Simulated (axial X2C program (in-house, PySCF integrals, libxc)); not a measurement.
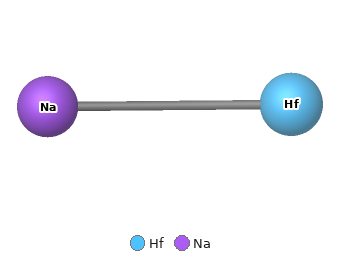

Figure 1. The molecule at the reference distance of 3.408 Å.

# HfNa⁺: relativistic diatomic calculation

System: HfNa⁺, single determinant with Ω = 1. The distance is the PBE0 minimum at charge 1.
Method: expectation values, HF and Kohn-Sham, two-component X2C with atomic mean-field Coulomb and Gaunt terms, Hf dyall-cv3z, Na dyall-cv3z (cores contracted) (axial X2C program (in-house, PySCF integrals, libxc)).

Input file:
```
{"zs": [72, 11], "q": 1, "bas": ["dyall-cv3z", "dyall-cv3z"], "r0": 3.07, "levels": ["PBE0", "HF", "BHandHLYP", "PBE", "r2SCAN"], "nst": 3}
```

The line is the task of a batch: nuclear charges, charge, bases, the levels to run, a first guess of the distance and further settings. This report covers the levels named above. The log is that of the reference distance, started from orbitals converged before.

The run was one of a batch that the task file lists, launched with:
```bash
python <driver script> task.json out
```

Output:
```
two-component X2C + atomic mean field  PBE0
basis functions 257  fitting functions 1238  grid points 5088
iter        total energy     max residual
   1     -15238.584888770     1.49e-05
   2     -15238.584888836     1.33e-05
   3     -15238.584888863     9.00e-06
   4     -15238.584888892     6.03e-06
   5     -15238.584888915     8.85e-07
   6     -15238.584888916     7.17e-07
converged
one-electron -21140.08031326  Coulomb 6118.10872369  exact exchange -80.38322221  xc functional -246.48218498  nuclear repulsion 122.97780254  atomic mean-field constant -12.72569470
```

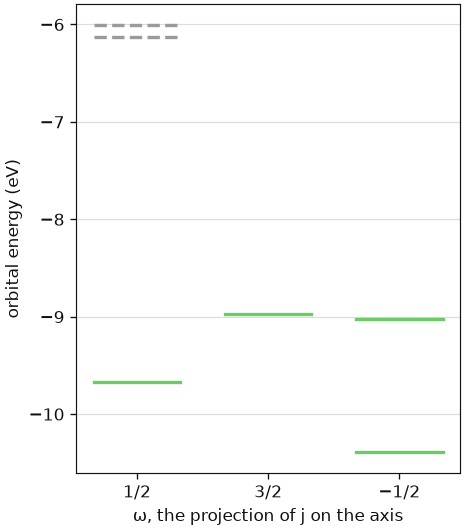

Figure 2. Orbital energies (PBE0) near the frontier at 3.41 Å, filled (solid) and empty (dashed). The highest filled spinor (3/2; 100 % Hf d) lies at −8.97 eV, the lowest empty one (1/2; 80 % Hf d, 6 % Hf p) at −6.13 eV.

Outcome:

```
   quantity                                                                 value
    outcome                                                      HF not converged
   hardware  1 thread of Arm Neoverse V1, 24 GiB of memory available, shared host
  wall time                                                                  20 s
peak memory                                                              0.55 GiB
```

Diagnosis:

The SCF did not converge for HF; the log shown is that of a level that did.
